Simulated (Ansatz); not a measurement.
## Molecular dynamics, with input and output: CH₄GeS

The run: molecular dynamics of CH₄GeS. Method and program: RKS revPBE/def2-SVP (Ansatz 0.2.0).

The geometry comes from this level: PBE0-D4/def2-TZVP. Figures and captions count atoms from 1; the log counts them from 0 in places.

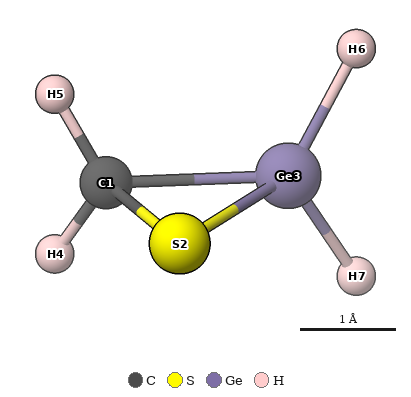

The structure as given in the input (ball-and-stick view, seen at a tilt; atoms are numbered from 1 in the order of the input). Sticks mark near contacts. Bond lengths as drawn: C–Ge 1.93 Å, C–H 1.09 Å, C–S 1.85 Å, Ge–H 1.53 Å and Ge–S 2.19 Å.

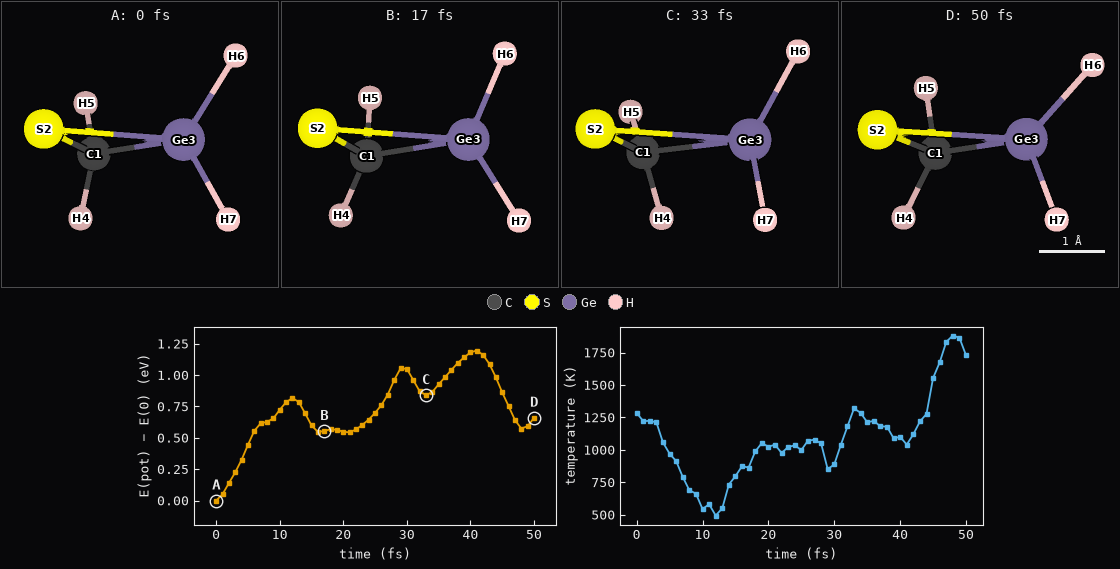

Frames of the molecular dynamics (ball-and-stick, seen at a tilt) above the curves, on which the letters mark them. The trajectory kept here has 51 frames over 50 fs. The temperature starts at 1286 K, ranges from 494 to 1882 K and averages 1267 K over the second half. The potential energy ends 0.660 eV above its first value. After an unweighted best fit of the last frame on the first, the root-mean-square displacement is 0.19 Å.

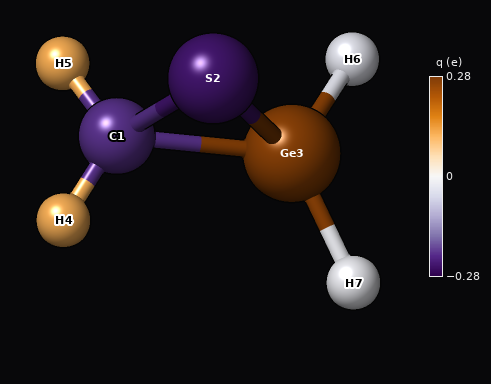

Mulliken charges, as the colour of each atom (ball-and-stick view, seen at a tilt; atoms are numbered from 1 in the order of the input). By element: C −0.21, S −0.25, Ge +0.27 and H −0.03 to +0.12 e.

The input and output of the run follow.

Input file
```yaml
crystal:
  periodic: [false, false, false]
  atoms:
    - {symbol: C, position_ang: [-0.765946, -0.226925, -0.570617]}
    - {symbol: S, position_ang: [-0.430690, -1.473871, 0.749398]}
    - {symbol: Ge, position_ang: [0.771938, 0.330457, 0.447896]}
    - {symbol: H, position_ang: [-0.609622, -0.595228, -1.579239]}
    - {symbol: H, position_ang: [-1.694935, 0.318442, -0.440431]}
    - {symbol: H, position_ang: [0.622145, 1.440316, 1.484729]}
    - {symbol: H, position_ang: [2.168310, 0.138708, -0.137436]}
basis:
  gaussian: {orbitals: def2-SVP}
hamiltonian: {xc: {name: revPBE}}
md: {timestep: 1 fs, n_steps: 50, ensemble: nvt_langevin, temperature: 1500, initial_velocities: maxwell_boltzmann, friction: 0.01, seed: 107}
```

Run as:
```bash
ansatz run in.yaml --threads 2 --pin off --events-out ev --progress --plain --max-ram 4352MiB
```

The program's output
```
Functional definition: revPBE
  name "revPBE"
  cite "Zhang & Yang, Phys. Rev. Lett. 80, 890 (1998) doi:10.1103/PhysRevLett.80.890"
  cite "Perdew, Burke & Ernzerhof, Phys. Rev. Lett. 77, 3865 (1996) doi:10.1103/PhysRevLett.77.3865"
  parameter kappa = 1.245
  parameter beta = 0.06672455060314922
  exchange = pbe_x(kappa = kappa, mu = beta*pi^2/3)
  correlation = pbe_c(beta = beta)
946 factors; their error is unknown
mean field evaluation 1: about -68430.9667 eV, gradient 5.3e1 eV
mean field evaluation 2: about -68413.9513 eV, gradient 8.7e1 eV
mean field evaluation 4: about -68437.3658 eV, gradient 4.4e0 eV
mean field evaluation 8: about -68437.4078 eV, gradient 1.5e-1 eV
mean field evaluation 16: about -68437.3472 eV, gradient 3.8e-5 eV
mean field -68437.34719108 eV, -2515.0261207721 hartree, gradient 3.8e-5 eV, S^2 0.000000; 0 other end points of the search recorded, 0 dependent functions left out
the calculation of the forces begins
reference -68437.34722905 eV, -2515.0261221674 hartree; 29, 29 occupied and 55, 55 virtual orbitals, 946 factors
md step     0: t =     0.00 fs  T =  1285.7 K  F+E_penalty+E_count = -68437.34719108 eV  E_kin = 1.163340 eV  (26 SCF iters)
these checks for a lower state are left out or cut short: starts, cluster_reference, orbital_swaps, neighbouring_geometries, increment
946 factors; their error is unknown
mean field -68437.29669904 eV, -2515.0242652238 hartree, gradient 1.2e-5 eV, S^2 0.000000; 0 other end points of the search recorded, 0 dependent functions left out
the calculation of the forces begins
reference -68437.29673713 eV, -2515.0242666236 hartree; 29, 29 occupied and 55, 55 virtual orbitals, 946 factors
md step     1: t =     1.00 fs  T =  1221.9 K  F+E_penalty+E_count = -68437.29669904 eV  E_kin = 1.105615 eV  (29 SCF iters)
[... from here on the SCF iterations and repeated set-up lines of each step are left out, up to the last step ...]
md step     2: t =     2.00 fs  T =  1223.9 K  F+E_penalty+E_count = -68437.20806094 eV  E_kin = 1.107423 eV  (27 SCF iters)
md step     3: t =     3.00 fs  T =  1212.4 K  F+E_penalty+E_count = -68437.12217645 eV  E_kin = 1.096995 eV  (27 SCF iters)
md step     4: t =     4.00 fs  T =  1057.2 K  F+E_penalty+E_count = -68437.02203657 eV  E_kin = 0.956538 eV  (29 SCF iters)
md step     5: t =     5.00 fs  T =   970.9 K  F+E_penalty+E_count = -68436.90306814 eV  E_kin = 0.878514 eV  (27 SCF iters)
md step     6: t =     6.00 fs  T =   913.7 K  F+E_penalty+E_count = -68436.79129675 eV  E_kin = 0.826701 eV  (29 SCF iters)
md step     7: t =     7.00 fs  T =   791.7 K  F+E_penalty+E_count = -68436.73137265 eV  E_kin = 0.716336 eV  (29 SCF iters)
md step     8: t =     8.00 fs  T =   689.4 K  F+E_penalty+E_count = -68436.71980903 eV  E_kin = 0.623752 eV  (28 SCF iters)
md step     9: t =     9.00 fs  T =   663.0 K  F+E_penalty+E_count = -68436.69241560 eV  E_kin = 0.599935 eV  (28 SCF iters)
md step    10: t =    10.00 fs  T =   544.4 K  F+E_penalty+E_count = -68436.62368879 eV  E_kin = 0.492610 eV  (29 SCF iters)
md step    11: t =    11.00 fs  T =   581.5 K  F+E_penalty+E_count = -68436.56278385 eV  E_kin = 0.526171 eV  (29 SCF iters)
md step    12: t =    12.00 fs  T =   493.9 K  F+E_penalty+E_count = -68436.53031150 eV  E_kin = 0.446905 eV  (29 SCF iters)
md step    13: t =    13.00 fs  T =   550.3 K  F+E_penalty+E_count = -68436.56143304 eV  E_kin = 0.497911 eV  (29 SCF iters)
md step    14: t =    14.00 fs  T =   733.3 K  F+E_penalty+E_count = -68436.65261151 eV  E_kin = 0.663506 eV  (29 SCF iters)
md step    15: t =    15.00 fs  T =   797.7 K  F+E_penalty+E_count = -68436.74847763 eV  E_kin = 0.721742 eV  (29 SCF iters)
md step    16: t =    16.00 fs  T =   874.6 K  F+E_penalty+E_count = -68436.79974253 eV  E_kin = 0.791341 eV  (29 SCF iters)
md step    17: t =    17.00 fs  T =   864.2 K  F+E_penalty+E_count = -68436.79351315 eV  E_kin = 0.781971 eV  (28 SCF iters)
md step    18: t =    18.00 fs  T =   987.7 K  F+E_penalty+E_count = -68436.77816667 eV  E_kin = 0.893712 eV  (28 SCF iters)
md step    19: t =    19.00 fs  T =  1052.8 K  F+E_penalty+E_count = -68436.78378221 eV  E_kin = 0.952599 eV  (29 SCF iters)
md step    20: t =    20.00 fs  T =  1024.7 K  F+E_penalty+E_count = -68436.79857327 eV  E_kin = 0.927178 eV  (29 SCF iters)
md step    21: t =    21.00 fs  T =  1040.1 K  F+E_penalty+E_count = -68436.80340666 eV  E_kin = 0.941139 eV  (28 SCF iters)
md step    22: t =    22.00 fs  T =   976.6 K  F+E_penalty+E_count = -68436.78056492 eV  E_kin = 0.883671 eV  (29 SCF iters)
md step    23: t =    23.00 fs  T =  1022.2 K  F+E_penalty+E_count = -68436.74354691 eV  E_kin = 0.924887 eV  (29 SCF iters)
md step    24: t =    24.00 fs  T =  1035.3 K  F+E_penalty+E_count = -68436.70175071 eV  E_kin = 0.936764 eV  (29 SCF iters)
md step    25: t =    25.00 fs  T =   998.9 K  F+E_penalty+E_count = -68436.64847373 eV  E_kin = 0.903817 eV  (28 SCF iters)
md step    26: t =    26.00 fs  T =  1070.9 K  F+E_penalty+E_count = -68436.58586554 eV  E_kin = 0.968960 eV  (29 SCF iters)
md step    27: t =    27.00 fs  T =  1078.8 K  F+E_penalty+E_count = -68436.50197510 eV  E_kin = 0.976079 eV  (29 SCF iters)
md step    28: t =    28.00 fs  T =  1049.9 K  F+E_penalty+E_count = -68436.38763836 eV  E_kin = 0.949960 eV  (29 SCF iters)
md step    29: t =    29.00 fs  T =   851.4 K  F+E_penalty+E_count = -68436.29399992 eV  E_kin = 0.770354 eV  (29 SCF iters)
md step    30: t =    30.00 fs  T =   888.2 K  F+E_penalty+E_count = -68436.29731788 eV  E_kin = 0.803670 eV  (29 SCF iters)
md step    31: t =    31.00 fs  T =  1039.4 K  F+E_penalty+E_count = -68436.38594715 eV  E_kin = 0.940482 eV  (29 SCF iters)
md step    32: t =    32.00 fs  T =  1180.5 K  F+E_penalty+E_count = -68436.47490391 eV  E_kin = 1.068143 eV  (29 SCF iters)
md step    33: t =    33.00 fs  T =  1320.0 K  F+E_penalty+E_count = -68436.50786545 eV  E_kin = 1.194371 eV  (29 SCF iters)
md step    34: t =    34.00 fs  T =  1285.4 K  F+E_penalty+E_count = -68436.48192161 eV  E_kin = 1.163075 eV  (29 SCF iters)
md step    35: t =    35.00 fs  T =  1213.3 K  F+E_penalty+E_count = -68436.42033092 eV  E_kin = 1.097808 eV  (29 SCF iters)
md step    36: t =    36.00 fs  T =  1223.5 K  F+E_penalty+E_count = -68436.36394785 eV  E_kin = 1.107030 eV  (27 SCF iters)
md step    37: t =    37.00 fs  T =  1181.6 K  F+E_penalty+E_count = -68436.30634736 eV  E_kin = 1.069140 eV  (29 SCF iters)
md step    38: t =    38.00 fs  T =  1179.4 K  F+E_penalty+E_count = -68436.25106573 eV  E_kin = 1.067157 eV  (28 SCF iters)
md step    39: t =    39.00 fs  T =  1089.9 K  F+E_penalty+E_count = -68436.20634615 eV  E_kin = 0.986144 eV  (29 SCF iters)
md step    40: t =    40.00 fs  T =  1100.5 K  F+E_penalty+E_count = -68436.16598839 eV  E_kin = 0.995779 eV  (29 SCF iters)
md step    41: t =    41.00 fs  T =  1041.2 K  F+E_penalty+E_count = -68436.15116809 eV  E_kin = 0.942093 eV  (29 SCF iters)
md step    42: t =    42.00 fs  T =  1120.4 K  F+E_penalty+E_count = -68436.18671025 eV  E_kin = 1.013770 eV  (29 SCF iters)
md step    43: t =    43.00 fs  T =  1219.1 K  F+E_penalty+E_count = -68436.25977337 eV  E_kin = 1.103064 eV  (29 SCF iters)
md step    44: t =    44.00 fs  T =  1277.4 K  F+E_penalty+E_count = -68436.36524410 eV  E_kin = 1.155809 eV  (29 SCF iters)
md step    45: t =    45.00 fs  T =  1554.1 K  F+E_penalty+E_count = -68436.48535689 eV  E_kin = 1.406172 eV  (28 SCF iters)
md step    46: t =    46.00 fs  T =  1674.4 K  F+E_penalty+E_count = -68436.59430834 eV  E_kin = 1.515022 eV  (27 SCF iters)
md step    47: t =    47.00 fs  T =  1832.5 K  F+E_penalty+E_count = -68436.70473812 eV  E_kin = 1.658045 eV  (28 SCF iters)
md step    48: t =    48.00 fs  T =  1881.6 K  F+E_penalty+E_count = -68436.77289309 eV  E_kin = 1.702537 eV  (29 SCF iters)
md step    49: t =    49.00 fs  T =  1863.7 K  F+E_penalty+E_count = -68436.75424627 eV  E_kin = 1.686287 eV  (29 SCF iters)
these checks for a lower state are left out or cut short: starts, cluster_reference, orbital_swaps, neighbouring_geometries, increment
946 factors; their error is unknown
mean field -68436.68746530 eV, -2515.0018762967 hartree, gradient 1.5e-5 eV, S^2 0.000000; 0 other end points of the search recorded, 0 dependent functions left out
the calculation of the forces begins
reference -68436.68750295 eV, -2515.0018776807 hartree; 29, 29 occupied and 55, 55 virtual orbitals, 946 factors
946 factors; their error is unknown
mean field evaluation 416: about -68436.6874 eV, gradient 1.3e-1 eV
mean field -68436.68746530 eV, -2515.0018762968 hartree, gradient 1.5e-5 eV, S^2 0.000000; 1 other end points of the search recorded, 0 dependent functions left out
the calculation of the forces begins
reference -68436.68750295 eV, -2515.0018776807 hartree; 29, 29 occupied and 55, 55 virtual orbitals, 946 factors
md step    50: t =    50.00 fs  T =  1729.1 K  F+E_penalty+E_count = -68436.68746530 eV  E_kin = 1.564565 eV  (27 SCF iters)
Total energy: -68436.68750295 eV, -2515.0018776807 hartree
Atom 0 at    -0.462649    -0.199916    -0.639074 Å, force    -1.683973    -0.480088     0.307053 eV/Å
Atom 1 at    -0.486394    -1.402918     0.823676 Å, force     0.356390     0.833793     1.243963 eV/Å
Atom 2 at     0.757091     0.559211     0.654472 Å, force     1.051155    -1.409032     0.167110 eV/Å
Atom 3 at    -0.117358    -0.956113    -1.396052 Å, force    -0.541606     1.502497    -0.531587 eV/Å
Atom 4 at    -1.519942     0.331965    -0.567587 Å, force     1.897381    -0.902169    -1.180145 eV/Å
Atom 5 at     0.454175     1.940250     1.267919 Å, force    -0.207368    -0.061033     0.201261 eV/Å
Atom 6 at     2.293985     0.079226     0.714870 Å, force    -0.871979     0.516031    -0.207656 eV/Å
Dipole moment:     0.150137     0.424556    -0.181203 e Å
```

Trajectory as extended XYZ (Å, eV, eV/Å), 14 of the 51 frames kept, from step=0 to step=50
```
7
Properties=species:S:1:pos:R:3:forces:R:3 step=0 time_fs=0.0 energy=-68437.34719 temperature=1285.7
C    -0.7659   -0.2269   -0.5706    0.0403   0.0602  -0.0100
S    -0.4307   -1.4739    0.7494   -0.2051  -0.8400   0.4784
Ge    0.7719    0.3305    0.4479    0.4265   0.4011   0.0848
H    -0.6096   -0.5952   -1.5792    0.0759  -0.1904  -0.6624
H    -1.6949    0.3184   -0.4404   -0.5871   0.3678   0.0331
H     0.6221    1.4403    1.4847   -0.0248   0.2265   0.1949
H     2.1683    0.1387   -0.1374    0.2742  -0.0252  -0.1188
7
Properties=species:S:1:pos:R:3:forces:R:3 step=4 time_fs=4.0 energy=-68437.02204 temperature=1057.2
C    -0.7077   -0.2789   -0.6023   -1.1382  -0.2861  -1.4140
S    -0.4729   -1.4797    0.7369    0.5087  -0.8025   1.2407
Ge    0.7833    0.3426    0.4566    2.0992  -0.0258  -0.3180
H    -0.7473   -0.8437   -1.5917    0.5126   1.0883   0.5357
H    -1.6214    0.3049   -0.4350   -0.3313   0.2388  -0.2386
H     0.7022    1.4049    1.6148   -0.1740  -0.1808  -0.4474
H     2.3328    0.2345   -0.1811   -1.4771  -0.0320   0.6416
7
Properties=species:S:1:pos:R:3:forces:R:3 step=8 time_fs=8.0 energy=-68436.71981 temperature=689.4
C    -0.6642   -0.3385   -0.6272   -3.1702   1.7066  -0.2885
S    -0.5084   -1.4884    0.7321    0.9822  -0.7509   1.7101
Ge    0.7973    0.3587    0.4697    1.0282  -0.3905   0.0690
H    -0.8540   -0.9546   -1.5353    0.8844   0.8770  -0.4721
H    -1.6031    0.3513   -0.4507    1.2676  -0.9588  -0.5698
H     0.7235    1.3451    1.7126   -0.3434  -0.1796  -0.6740
H     2.2963    0.3415   -0.0771   -0.6488  -0.3037   0.2251
7
Properties=species:S:1:pos:R:3:forces:R:3 step=12 time_fs=12.0 energy=-68436.53031 temperature=493.9
C    -0.6555   -0.3770   -0.6469   -0.7750   1.4972   0.7694
S    -0.5334   -1.4928    0.7392    1.0521  -0.4754   1.4316
Ge    0.8085    0.3758    0.4852   -2.4601  -0.6779   0.9485
H    -0.8829   -0.9110   -1.5447    0.9483  -0.3398  -1.7247
H    -1.4909    0.3038   -0.5314   -0.8072   0.5986   0.1510
H     0.6895    1.3205    1.7636   -0.3434  -0.1681  -0.7675
H     2.1621    0.3529    0.0319    2.3853  -0.4345  -0.8083
7
Properties=species:S:1:pos:R:3:forces:R:3 step=15 time_fs=15.0 energy=-68436.74848 temperature=797.7
C    -0.6567   -0.3906   -0.6602   -0.4246   0.2442  -1.3241
S    -0.5477   -1.4973    0.7509    0.9555  -0.2140   0.7228
Ge    0.8134    0.3878    0.4979   -1.8888  -1.2649  -0.1423
H    -0.7993   -0.8729   -1.7137    1.1532   0.7153   1.2349
H    -1.4814    0.2985   -0.5644   -0.9581   0.6026   0.0818
H     0.6234    1.2608    1.7516   -0.2683   0.3071  -0.1715
H     2.2146    0.2925    0.0710    1.4311  -0.3903  -0.4016
7
Properties=species:S:1:pos:R:3:forces:R:3 step=19 time_fs=19.0 energy=-68436.78378 temperature=1052.8
C    -0.6684   -0.4083   -0.6977   -0.5847   1.8898  -0.4333
S    -0.5655   -1.4981    0.7684    0.9082   0.1819  -0.1705
Ge    0.8155    0.4084    0.5156    0.1702  -2.3748  -2.0192
H    -0.5454   -0.7574   -1.8159    0.1825   0.3668   1.9144
H    -1.5424    0.3357   -0.5893    0.7478  -0.9730  -0.4864
H     0.5243    1.2430    1.7041   -0.2369   0.8781   0.7395
H     2.3833    0.1963    0.0834   -1.1871   0.0312   0.4555
7
Properties=species:S:1:pos:R:3:forces:R:3 step=23 time_fs=23.0 energy=-68436.74355 temperature=1022.2
C    -0.6952   -0.4080   -0.7396    1.2786   1.2333   2.9966
S    -0.5812   -1.4967    0.7793    0.9220   0.6365  -0.7602
Ge    0.8175    0.4283    0.5334   -0.5500  -2.1967  -1.4136
H    -0.2197   -0.6097   -1.6876   -0.0520  -0.5361  -0.8164
H    -1.5263    0.2845   -0.6109   -0.5352   0.1460  -0.7793
H     0.4335    1.2968    1.7148    0.0712   0.4131   0.2818
H     2.3657    0.0570    0.1417   -1.1346   0.3040   0.4911
7
Properties=species:S:1:pos:R:3:forces:R:3 step=27 time_fs=27.0 energy=-68436.50198 temperature=1078.8
C    -0.7287   -0.3836   -0.7432    3.6113  -0.1333   1.7339
S    -0.5945   -1.4941    0.7909    0.6520   1.2352  -1.0002
Ge    0.8200    0.4513    0.5466   -3.2573  -0.7154   0.2560
H     0.0440   -0.5559   -1.5760   -1.7966  -0.1469   0.3114
H    -1.5884    0.2704   -0.7349   -0.5893   0.4052  -0.6860
H     0.4038    1.4428    1.7287    0.4100  -0.4683  -0.5784
H     2.2037   -0.0547    0.3144    0.9699  -0.1765  -0.0369
7
Properties=species:S:1:pos:R:3:forces:R:3 step=31 time_fs=31.0 energy=-68436.38595 temperature=1039.4
C    -0.7236   -0.3632   -0.7207    1.1193   1.1402   1.3377
S    -0.5951   -1.4786    0.8002    0.3237   1.4232  -0.9237
Ge    0.8166    0.4757    0.5608   -3.3034  -0.2403   0.3343
H     0.0953   -0.5171   -1.4744   -1.3707  -0.4954  -0.4488
H    -1.7117    0.2356   -0.9434    1.8257  -0.9593   0.2572
H     0.4209    1.6048    1.6413    0.4053  -0.7454  -0.5025
H     2.1518   -0.1846    0.4799    1.0001  -0.1230  -0.0542
7
Properties=species:S:1:pos:R:3:forces:R:3 step=35 time_fs=35.0 energy=-68436.42033 temperature=1213.3
C    -0.7013   -0.3410   -0.6731    1.8724   0.2326   1.6223
S    -0.5834   -1.4499    0.8001    0.0328   1.1480  -0.3696
Ge    0.8068    0.5043    0.5768   -0.5860  -2.7905  -1.0809
H    -0.0274   -0.5448   -1.4694    0.7811  -1.1074  -1.3606
H    -1.6085    0.0497   -1.1190   -0.9113   0.7052   0.5017
H     0.4829    1.6451    1.4765   -0.1209   0.6635   0.8709
H     2.2385   -0.3321    0.6332   -1.0681   1.1486  -0.1838
7
Properties=species:S:1:pos:R:3:forces:R:3 step=38 time_fs=38.0 energy=-68436.25107 temperature=1179.4
C    -0.6703   -0.3193   -0.6247    2.7181  -0.6779  -2.2552
S    -0.5716   -1.4335    0.7978   -0.0798   0.7702   0.3511
Ge    0.7964    0.5228    0.5911   -0.3404  -3.2042  -1.2931
H    -0.1058   -0.6647   -1.5917   -0.0144  -0.1093   1.4480
H    -1.5656   -0.0603   -1.2070   -0.9836   1.0285   1.1062
H     0.5175    1.7162    1.4069   -0.2550   0.9840   0.9919
H     2.2116   -0.3315    0.7182   -1.0448   1.2088  -0.3488
7
Properties=species:S:1:pos:R:3:forces:R:3 step=42 time_fs=42.0 energy=-68436.18671 temperature=1120.4
C    -0.6093   -0.2768   -0.5938    0.6228  -1.8837  -3.8315
S    -0.5512   -1.4175    0.7985   -0.0086   0.5768   1.1148
Ge    0.7882    0.5379    0.6106   -2.2758  -0.4898  -0.3302
H    -0.2671   -0.8440   -1.6007    0.8088   0.9111   1.7655
H    -1.5753   -0.1059   -1.1606   -0.1391   1.3823   1.6186
H     0.4782    1.8798    1.3807    0.0513  -0.5501  -0.0992
H     2.0880   -0.1840    0.7685    0.9406   0.0532  -0.2381
7
Properties=species:S:1:pos:R:3:forces:R:3 step=46 time_fs=46.0 energy=-68436.59431 temperature=1674.4
C    -0.5346   -0.2413   -0.6076   -1.1806  -0.3877  -0.0380
S    -0.5229   -1.4118    0.8040    0.3283   0.6156   1.6678
Ge    0.7754    0.5500    0.6308   -2.0460   0.2686   0.3986
H    -0.2759   -0.9084   -1.3893    1.2577  -0.2568  -1.7966
H    -1.5918    0.0184   -0.8692    0.4575   1.0527   0.4530
H     0.4276    1.9908    1.3549    0.2058  -1.2948  -0.4682
H     2.1416   -0.0324    0.7605    0.9774   0.0023  -0.2165
7
Properties=species:S:1:pos:R:3:forces:R:3 step=50 time_fs=50.0 energy=-68436.68746 temperature=1729.1
C    -0.4626   -0.1999   -0.6391   -1.6840  -0.4801   0.3071
S    -0.4864   -1.4029    0.8237    0.3564   0.8338   1.2440
Ge    0.7571    0.5592    0.6545    1.0512  -1.4090   0.1671
H    -0.1174   -0.9561   -1.3961   -0.5416   1.5025  -0.5316
H    -1.5199    0.3320   -0.5676    1.8974  -0.9022  -1.1801
H     0.4542    1.9403    1.2679   -0.2074  -0.0610   0.2013
H     2.2940    0.0792    0.7149   -0.8720   0.5160  -0.2077
```

Results in brief

| quantity | value |
| --- | --- |
| outcome | finished |
| mean temperature over the second half | 1267 K |
| trajectory | 50 steps, 50 fs |
| ensemble | nvt_langevin |
| temperature in the input | 1500 K |
| time step | 1 fs |
| potential energy (last step) | −68436.6875 eV |
| SCF solution under orbital rotations (last step) | stable |
| largest force (length of the vector) (last step) | 2.410 eV/Å |
| dipole moment (last step) | 2.33 D |
| hardware | 2 threads of AMD EPYC, 23 GiB of memory available, shared host |
| wall time | 47 s (CPU time 86 s) |
| peak memory | 0.13 GiB |

So short a trajectory is not equilibrated. The logged temperature at the start can lie below the typed one, since it is counted over all degrees of freedom.
